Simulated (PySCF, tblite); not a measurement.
# C₆H₁₄N radical: geometry, infrared bands and EPR parameters

Wanted: the infrared bands and EPR parameters of C₆H₁₄N radical (`[CH2][C@@H](N)[C@@H](C)CC`), by calculation.

Programs: tblite 0.8.0 and PySCF 2.14.0, with density-fitted response routines of our own. Each step states its level of theory. These are calculated values for one molecule in the gas phase, unless marked as measured. Atoms count from 0, in the outputs and in this text.

## (1) Starting geometry

21 atoms, charge 0, multiplicity 2; geometry from: force field or distance geometry start.

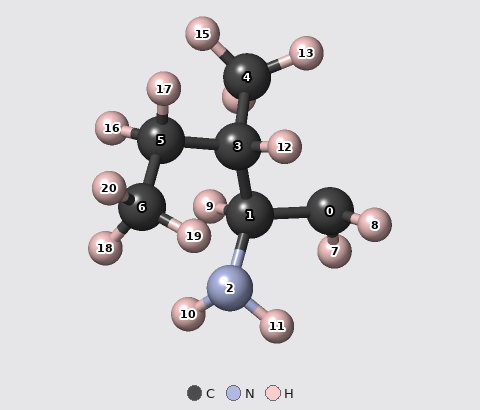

The starting geometry (carbon dark grey, nitrogen light blue, hydrogen pink), atoms numbered; sticks join atoms by distance.

## (2) Optimising the geometry with GFN2-xTB

What the job is given:

```
{"job": {"kind": "relax", "xc": "GFN2-xTB", "basis": "xTB"}, "charge": 0, "multiplicity": 2}
C     -2.208300     0.168700    -0.562900
C     -0.977400    -0.262300     0.203100
N     -0.764400    -1.682800     0.226500
C      0.176700     0.578200    -0.231100
C     -0.206700     2.005500     0.107500
C      1.486800     0.300500     0.433600
C      1.988100    -1.116000     0.221400
H     -3.103100    -0.238700    -0.075700
H     -2.171100    -0.167800    -1.625600
H     -1.190000     0.033800     1.284100
H     -0.948300    -2.035100     1.207700
H     -1.500300    -2.177600    -0.347600
H      0.257300     0.470000    -1.333700
H     -0.645500     2.535700    -0.769400
H     -1.021000     1.968200     0.876600
H      0.630400     2.555500     0.563400
H      1.541300     0.573000     1.513700
H      2.250600     0.955500    -0.072400
H      1.730100    -1.730100     1.102800
H      1.567700    -1.567100    -0.685300
H      3.098000    -1.149900     0.117700
```

Launch:

```
$ OMP_NUM_THREADS=1 python probes_run.py task.json out
```

This one command runs all jobs of the session in turn.

What it wrote:

```text
step      E/eV     max force
  0    -619.76353    2.744
  1    -620.13929    1.700
  2    -620.23692    1.045
  3    -620.31541    0.551
  4    -620.36375    0.386
  5    -620.38890    0.457
  6    -620.40461    0.320
  7    -620.41973    0.223
  8    -620.43156    0.212
  9    -620.44208    0.276
 10    -620.45193    0.282
 11    -620.46155    0.241
 12    -620.47092    0.237
 13    -620.48074    0.222
 14    -620.49175    0.279
 15    -620.50253    0.234
 16    -620.51077    0.194
 17    -620.51673    0.180
 18    -620.52232    0.211
 19    -620.52915    0.234
 20    -620.53682    0.191
 21    -620.54439    0.199
 22    -620.55266    0.245
 23    -620.56440    0.279
 24    -620.58131    0.339
 25    -620.60071    0.332
 26    -620.61931    0.322
 27    -620.63186    0.502
 28    -620.61722    1.094
 29    -620.65794    0.366
 30    -620.66925    0.244
 31    -620.69680    0.426
 32    -620.70934    0.458
 33    -620.72408    0.264
 34    -620.73422    0.299
 35    -620.74288    0.276
 36    -620.74896    0.222
 37    -620.75631    0.238
 38    -620.76115    0.166
 39    -620.76403    0.106
 40    -620.76569    0.086
 41    -620.76777    0.081
 42    -620.76948    0.079
 43    -620.77128    0.103
 44    -620.77330    0.107
 45    -620.77596    0.117
 46    -620.77999    0.153
 47    -620.78570    0.170
 48    -620.79257    0.247
 49    -620.79977    0.269
 50    -620.80683    0.196
 51    -620.81163    0.248
 52    -620.81711    0.133
 53    -620.82132    0.110
 54    -620.82277    0.088
 55    -620.82400    0.086
 56    -620.82544    0.087
 57    -620.82658    0.103
 58    -620.82782    0.085
 59    -620.82874    0.064
 60    -620.82945    0.075
 61    -620.83009    0.067
 62    -620.83093    0.081
 63    -620.83200    0.073
 64    -620.83315    0.062
 65    -620.83408    0.055
 66    -620.83474    0.041
 67    -620.83510    0.037
 68    -620.83534    0.030
 69    -620.83552    0.026
 70    -620.83567    0.022
 71    -620.83577    0.020
 72    -620.83585    0.023
 73    -620.83592    0.020
 74    -620.83599    0.017
 75    -620.83605    0.015
 76    -620.83611    0.016
 77    -620.83617    0.018
 78    -620.83624    0.021
 79    -620.83631    0.015
 80    -620.83637    0.016
 81    -620.83642    0.019
 82    -620.83648    0.022
 83    -620.83655    0.021
 84    -620.83660    0.021
 85    -620.83665    0.018
 86    -620.83670    0.016
 87    -620.83676    0.016
 88    -620.83682    0.014
 89    -620.83686    0.015
 90    -620.83689    0.014
 91    -620.83693    0.017
 92    -620.83697    0.018
 93    -620.83699    0.010
 94    -620.83701    0.008
```

It took 0.59 s on 1 thread of Arm Neoverse V1, shared host.

The steps of the relaxation: (not every step is listed)

```csv
step,energy from step 0 (eV),largest force (eV/Å)
0,0.0000,2.7437
1,-0.3758,1.6997
2,-0.4734,1.0451
3,-0.5519,0.5508
4,-0.6002,0.3855
5,-0.6254,0.4567
6,-0.6411,0.3203
7,-0.6562,0.2232
8,-0.6680,0.2121
16,-0.7472,0.1941
24,-0.8178,0.3390
32,-0.9458,0.4577
40,-1.0022,0.0862
48,-1.0290,0.2465
56,-1.0619,0.0872
64,-1.0696,0.0621
72,-1.0723,0.0226
80,-1.0728,0.0162
88,-1.0733,0.0138
89,-1.0733,0.0147
90,-1.0734,0.0144
91,-1.0734,0.0171
92,-1.0734,0.0175
93,-1.0735,0.0103
94,-1.0735,0.0084
```

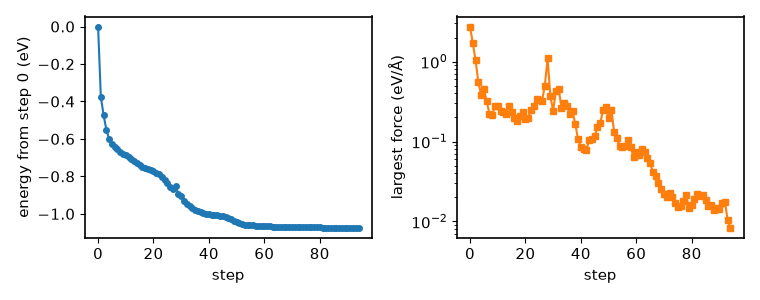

Energy and largest force along the relaxation.

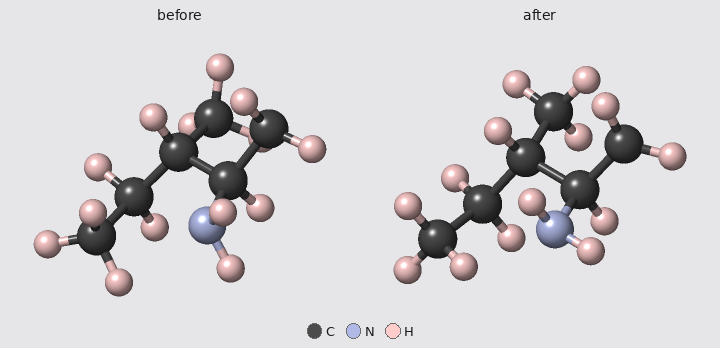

The geometry before (left) and after (right).

Distances of close pairs at the start and the end, largest changes first:

| bond | before (Å) | after (Å) | change (Å) |
| --- | --- | --- | --- |
| C1–C3 | 1.492 | 1.540 | +0.047 |
| C1–H9 | 1.141 | 1.095 | -0.045 |
| N2–H10 | 1.059 | 1.015 | -0.044 |
| C1–N2 | 1.437 | 1.478 | +0.041 |
| N2–H11 | 1.056 | 1.016 | -0.041 |
| C0–H8 | 1.115 | 1.076 | -0.040 |
| C3–C5 | 1.495 | 1.534 | +0.038 |
| C5–H17 | 1.126 | 1.093 | -0.033 |

The final coordinates are the input of the step that follows.

## (3) Vibrational analysis with GFN2-xTB

What the job is given:

```
{"job": {"kind": "ir", "xc": "GFN2-xTB", "basis": "xTB"}, "charge": 0, "multiplicity": 2}
C     -2.322469     0.055671    -0.250397
C     -1.038476    -0.272689     0.409005
N     -0.814200    -1.725597     0.260664
C      0.145094     0.515589    -0.180927
C     -0.188531     2.007656    -0.142338
C      1.461433     0.265315     0.564979
C      2.110740    -1.077238     0.252034
H     -3.246020    -0.027028     0.291496
H     -2.375170     0.037644    -1.324683
H     -1.096827    -0.078426     1.485498
H     -1.588131    -2.239092     0.669798
H     -0.767733    -1.962975    -0.725835
H      0.269077     0.210339    -1.226041
H     -1.149668     2.193924    -0.617132
H     -0.245363     2.353463     0.887602
H      0.575741     2.584705    -0.657622
H      1.279538     0.336660     1.639352
H      2.160380     1.062246     0.296637
H      1.454584    -1.889712     0.546965
H      2.314556    -1.162916    -0.813572
H      3.052526    -1.170598     0.788751
```

What it wrote:

```text
mode    cm-1     km/mol
  1      58.6      0.24
  2     110.8      0.32
  3     179.3      6.40
  4     202.8      0.28
  5     216.8      1.56
  6     234.8      5.38
  7     273.8      1.64
  8     298.0     37.92
  9     330.5      2.99
 10     367.4      9.66
 11     375.3      8.40
 12     484.8      0.83
 13     502.4     15.86
 14     584.1     43.16
 15     782.1      6.45
 16     843.8      4.14
 17     911.6      0.51
 18     937.4    159.60
 19     963.9     56.04
 20     991.8      4.73
 21    1026.0      6.41
 22    1032.0     18.26
 23    1048.8      2.84
 24    1088.6      0.06
 25    1132.0     14.92
 26    1143.4      1.42
 27    1172.7      0.49
 28    1199.9      0.45
 29    1253.5      2.09
 30    1287.0      8.67
 31    1289.0      1.90
 32    1302.9      7.34
 33    1352.8      0.21
 34    1362.0      0.59
 35    1405.6      1.60
 36    1408.6      4.89
 37    1409.9      2.18
 38    1489.7      0.31
 39    1493.3      2.37
 40    1499.0      2.96
 41    1504.3      1.81
 42    1508.6      4.16
 43    1543.9     28.69
 44    2922.0      6.44
 45    2930.4     75.72
 46    2956.0     53.89
 47    2979.4     36.80
 48    3023.4     14.62
 49    3025.5     71.00
 50    3029.7     37.58
 51    3030.5     71.58
 52    3035.4     29.85
 53    3067.3     11.17
 54    3107.6     32.74
 55    3149.2     52.30
 56    3373.2      5.10
 57    3407.5      9.02
```

Wall time 0.67 s (1 thread of Arm Neoverse V1, shared host).

Which atoms move in the most intense modes:

| cm⁻¹ | km/mol | atoms |
| --- | --- | --- |
| 584 | 43.2 | C0 34 %, H8 25 %, H7 16 % |
| 937 | 159.6 | H11 32 %, N2 26 %, H10 13 % |
| 964 | 56.0 | H10 24 %, H7 15 % |
| 2930 | 75.7 | H9 70 %, H12 22 % |
| 2956 | 53.9 | H17 82 % |
| 3026 | 71.0 | H19 67 %, H20 14 % |
| 3030 | 71.6 | H15 41 %, H14 37 % |
| 3149 | 52.3 | H7 63 %, H8 27 % |

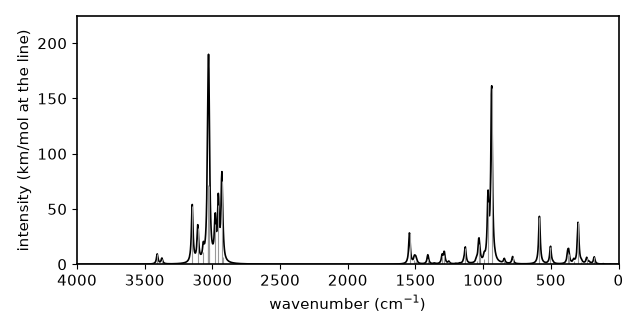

The infrared spectrum from these modes, unscaled. Lines are broadened to a width of 14 cm⁻¹ (Lorentzian).

## (4) EPR parameters: B3LYP/pcH-1

The job, as its differences from that of step 3:

```diff
@@ -1,2 +1,2 @@
-{"job": {"kind": "ir", "xc": "GFN2-xTB", "basis": "xTB"}, "charge": 0, "multiplicity": 2}
+{"job": {"kind": "epr", "basis": "pcH-1"}, "charge": 0, "multiplicity": 2}
 C     -2.322469     0.055671    -0.250397
```

Level: UKS B3LYP, pcH-1 on C H N, non-relativistic, mean-field spin-orbit, GIAO.

What it wrote:

```text
UKS, coarse grid
  cycle   1  E = -291.70430264  |g| = 3.94e-01
  cycle   2  E = -291.67158596  |g| = 4.78e-01
  cycle   3  E = -291.78513353  |g| = 5.43e-02
  cycle   4  E = -291.78589821  |g| = 3.71e-02
  cycle   5  E = -291.78655071  |g| = 7.65e-03
  cycle   6  E = -291.78657656  |g| = 3.23e-03
  cycle   7  E = -291.78658278  |g| = 1.14e-03
  cycle   8  E = -291.78658327  |g| = 2.87e-04
UKS, final grid
  cycle   1  E = -291.78662133  |g| = 3.41e-04
  cycle   2  E = -291.78662131  |g| = 4.04e-04
  cycle   3  E = -291.78662138  |g| = 3.99e-05
  cycle   4  E = -291.78662138  |g| = 2.01e-05
E = -291.78662138 Eh   <S^2> = 0.7543 (exact 0.7500)
g shifts (ppm)      1          2          3
  rmc          -157       -157       -157
  gc             20         21         40
  oz_so        -121        118        406
  total        -258        -18        288
hyperfine (MHz)  atom isotope    a_iso     a_fc   dipolar eigenvalues
    0   13C      94.84      94.84    -78.91    -78.45    157.36
    1   13C     -26.72     -26.72     -1.62     -1.23      2.85
    2   14N       2.90       2.90     -7.63     -7.52     15.15
    3   13C       8.78       8.78     -1.65     -1.21      2.87
    4   13C      13.98      13.98     -2.21     -1.41      3.62
    5   13C      -0.89      -0.89     -0.39     -0.24      0.63
    6   13C       2.14       2.14     -0.47     -0.14      0.61
    7    1H     -57.66     -57.66    -37.94     -0.44     38.38
    8    1H     -55.77     -55.77    -37.49     -1.00     38.49
    9    1H       5.13       5.13     -6.33     -2.97      9.30
   10    1H      -6.12      -6.12    -11.78     -2.55     14.32
   11    1H      -8.00      -8.00    -11.30     -2.17     13.47
   12    1H      -0.70      -0.70     -2.98     -2.22      5.20
   13    1H       4.59       4.59     -7.86     -3.56     11.42
   14    1H      -0.54      -0.54     -2.43     -1.88      4.31
   15    1H       3.27       3.27     -1.81     -1.30      3.11
   16    1H       0.39       0.39     -1.19     -0.81      2.00
   17    1H       1.09       1.09     -0.94     -0.51      1.45
   18    1H      -0.30      -0.30     -2.03     -1.01      3.04
   19    1H      -0.15      -0.15     -0.77     -0.65      1.42
   20    1H      -0.17      -0.17     -0.63     -0.45      1.08
```

Wall time 97 s (1 thread of Arm Neoverse V1, shared host); peak memory 1.1 GiB.

Principal g values 2.00206, 2.00230, 2.00261; g(iso) = 2.00232, against 2.00232 for a free electron.

Mean a(iso) over the nuclei that a row names, and the largest dipolar term of the row (other rows stand at the frozen geometry):

```
       nuclei  isotope  a(iso) (MHz)  a(iso) (G, at g = 2.0023)  largest dipolar term (MHz)
           C0      13C          94.8                       33.8                       157.4
       H7, H8       1H         -56.7                      -20.2                        38.5
           C1      13C         -26.7                       -9.5                         2.9
           C4      13C          14.0                        5.0                         3.6
           C3      13C           8.8                        3.1                         2.9
     H10, H11       1H          -7.1                       -2.5                        14.3
           H9       1H           5.1                        1.8                         9.3
           N2      14N           2.9                        1.0                        15.2
H13, H14, H15       1H           2.4                        0.9                        11.4
           C6      13C           2.1                        0.8                         0.6
          H17       1H           1.1                        0.4                         1.4
           C5      13C          -0.9                       -0.3                         0.6
          H12       1H          -0.7                       -0.3                         5.2
          H16       1H           0.4                        0.1                         2.0
```

Mulliken spin populations:

C0 1.03; C1 -0.07; N2 0.11; C3 0.01; C4 0.01; C5 0.00; C6 0.00; H7 -0.04; H8 -0.04; H9 0.00; H10 0.00; H11 0.00; H12 0.00; H13 0.00; H14 0.00; H15 0.00; H16 0.00; H17 0.00; H18 0.00; H19 0.00; H20 0.00

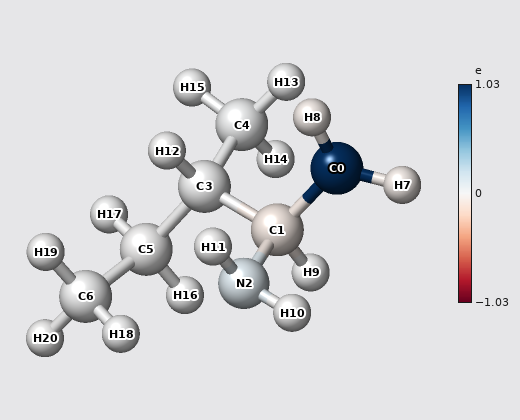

Mulliken spin populations, as colours on the atoms.

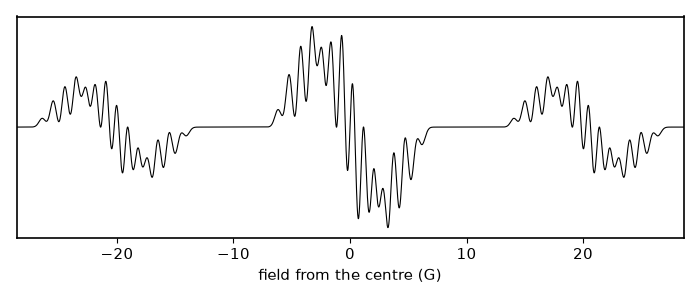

First-order isotropic spectrum (first derivative, main isotopes with spin only, couplings over 0.8 MHz, Gaussian width 0.3 G; couplings of the frozen geometry, rotation of groups not averaged beyond the rows shown).

The fields below are evaluated on a grid from the run's orbitals.

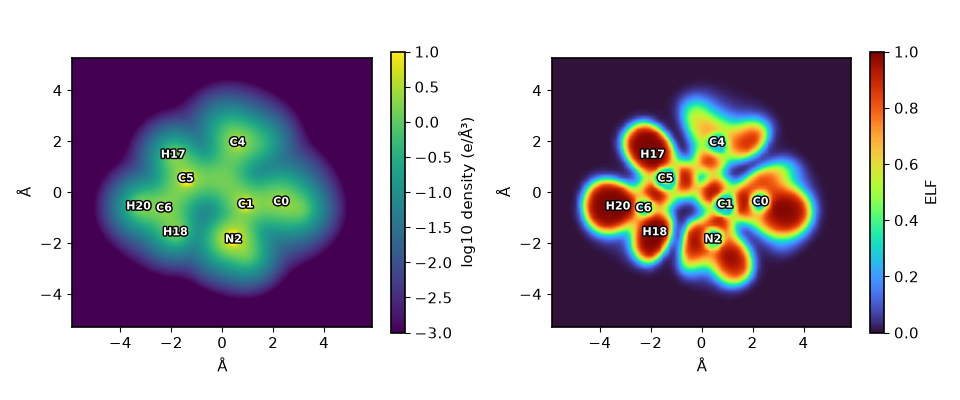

Density (left) and ELF (right) in a plane through or near 9 of the atoms.

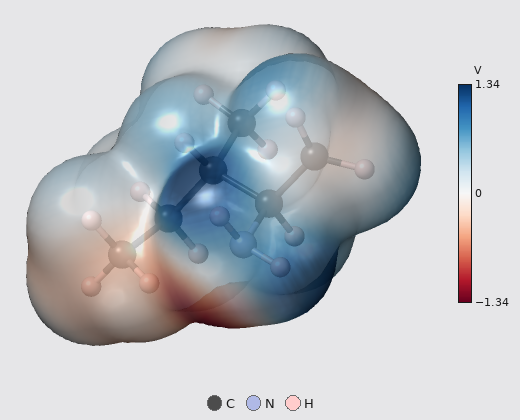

The potential that a unit positive charge feels on the 0.002 e/bohr³ surface, from -1.01 to 1.34 V.

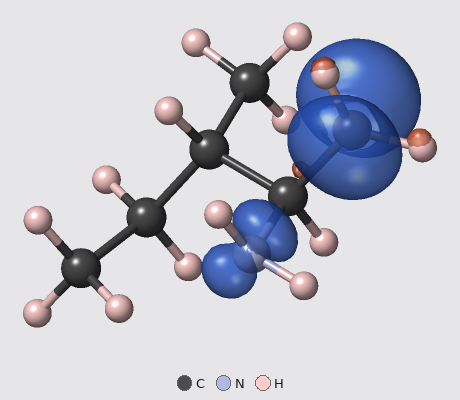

Spin density at ±0.04 e/Å³ (alpha excess blue, beta excess red).

## (5) Outcome

| quantity | value |
| --- | --- |
| strongest single infrared mode (GFN2-xTB) | 937 cm⁻¹, 160 km/mol |
| zero-point energy (GFN2-xTB) | 118.1 kcal/mol |
| g(iso) (B3LYP) | 2.00232 |
| ⟨S²⟩ | 0.754 (exact 0.75) |
| largest a(iso) (averaged by class) | 13C on C0, 94.8 MHz |
| surface potential, least and greatest | -1.01 V and 1.34 V |

What this shows: Over 94 steps the energy fell by 1.073 eV; of the close pairs, C1–C3 changed most, 1.492 to 1.540 Å. No mode is imaginary among the 57: a minimum at this level. The strongest single mode, at 937 cm⁻¹, is carried by H11, N2, H10. GFN2-xTB is a fitted tight-binding method: band positions and strengths are rough. Its intensities can rank the bands wrongly. C0 carries the largest spin population, 1.03 e. The isotropic g lies 0.0 ppt above the free-electron value.
